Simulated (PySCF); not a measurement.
Consider C4H12BPSi.

| atom | x (Å) | y (Å) | z (Å) |
| --- | --- | --- | --- |
| C | -1.0690 | 1.3729 | -0.4586 |
| B | -1.2237 | -0.1904 | -0.3513 |
| C | -2.3885 | -0.8977 | -1.1448 |
| P | -0.2174 | -1.3586 | 0.7990 |
| C | 0.8720 | -0.1661 | 1.7129 |
| C | 1.5671 | -0.8178 | 0.5624 |
| Si | 2.2537 | 0.1337 | -0.9193 |
| H | -1.7349 | 1.8299 | 0.2767 |
| H | -0.0720 | 1.7618 | -0.2636 |
| H | -1.3870 | 1.7464 | -1.4307 |
| H | -2.8482 | -1.7088 | -0.5804 |
| H | -1.9702 | -1.3626 | -2.0400 |
| H | -3.1766 | -0.2257 | -1.4795 |
| H | 1.1556 | -0.4787 | 2.7114 |
| H | 0.6447 | 0.8889 | 1.6479 |
| H | 2.2114 | -1.6409 | 0.8667 |
| H | 3.4646 | -0.5714 | -1.3442 |
| H | 2.5934 | 1.4940 | -0.4851 |
| H | 1.3152 | 0.2004 | -2.0417 |

Geometry: GFN2-xTB.

The calculation used PySCF, CAM-B3LYP/def2-SVPD, SCF density, gas phase.

> Predict the electron density and electron localisation function between the atoms.

C–B (1.57 Å): ρ at the midpoint is about 1.4 e/Å³; the ELF peaks at about 1 between the atoms, as expected for localised, covalent bonding.
C–P (1.86 Å): ρ is about 0.99 e/Å³ halfway; the ELF peaks at about 0.85 between the atoms: a covalent bond.
B–P (1.92 Å): the density is about 1 e/Å³ at the midpoint; the ELF peaks at about 1 between the atoms (a covalent bond).

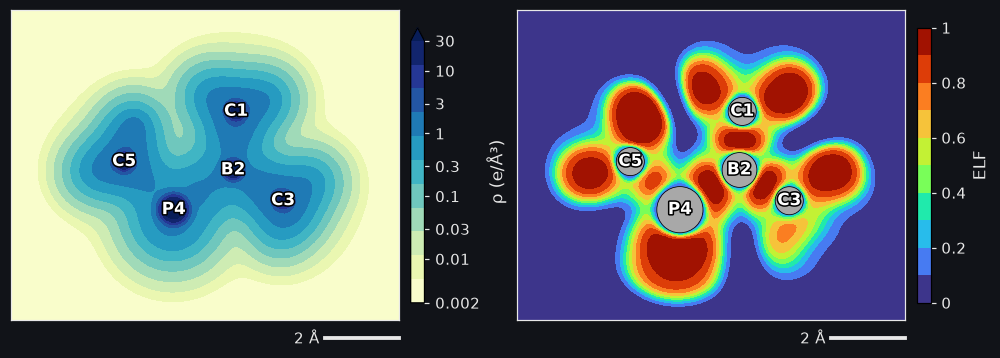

Computed electron density and electron localisation function on the plane of atoms C1, B2 and P4, in this order. Grey discs cover the atomic cores in the ELF map. 
